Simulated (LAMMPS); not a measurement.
Simulation of a melt of GaN (wurtzite), 432 atoms, cooled from 4050 K to 300 K at 1e+14 K/s, at zero pressure.

Method: classical MD, pair style tersoff, file GaN.tersoff, run in LAMMPS.

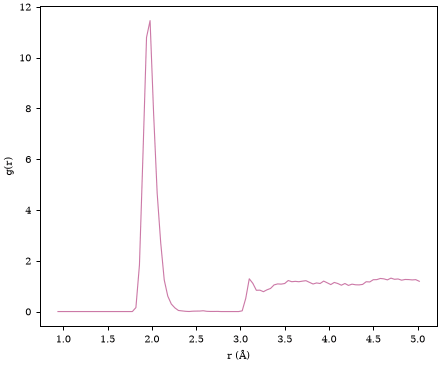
Fig. 1. g(r) against r (Å)

The data show:
- state found: glass
- first peak of g(r), Ga-N: 1.97 Å, height 11.5
- coordination number of Ga by N: 3.71 (counted to 2.86 Å)
- coordination number of N by Ga: 3.71 (counted to 2.86 Å)

Caution: at ambient pressure real GaN sublimes or decomposes before or as it melts, so this liquid is the model's.
